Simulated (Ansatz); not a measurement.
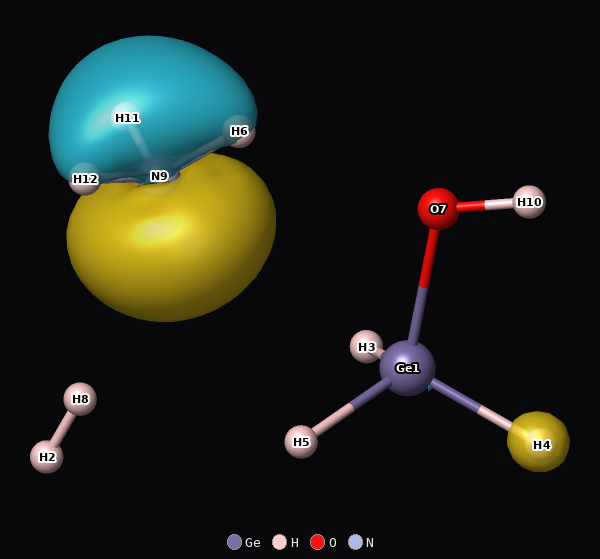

Figure 1: GeH₄O···H₂···NH₃. The HOMO at ±0.15 Å⁻³ᐟ² (yellow and cyan are the two phases), seen at a tilt.

The product side of a reaction path; geometry: PBE0-D4/def2-TZVP.

Method: Ansatz 0.2.0, RKS PBE0-D4/def2-TZVPP.

```xyz
12

Ge   -1.3355    0.2020   -0.7235
H     2.4197    0.0059   -2.0325
H    -0.6852   -1.0950   -1.2137
H    -2.7039    0.4058   -1.4173
H    -0.4466    1.4295   -0.9438
H     0.3558   -0.2162    1.6703
O    -1.6974    0.0482    1.0304
H     2.0609   -0.0362   -1.3759
N     1.1971   -0.2363    1.1030
H    -2.6375    0.1248    1.2001
H     1.6574   -1.1235    1.2632
H     1.8152    0.4910    1.4397
```

**Describe this orbital and give its energy.**

Its weight (Hirshfeld) is mainly on N9 (about 75 %); largely a lone pair of N9. Its energy is −7.58 eV.
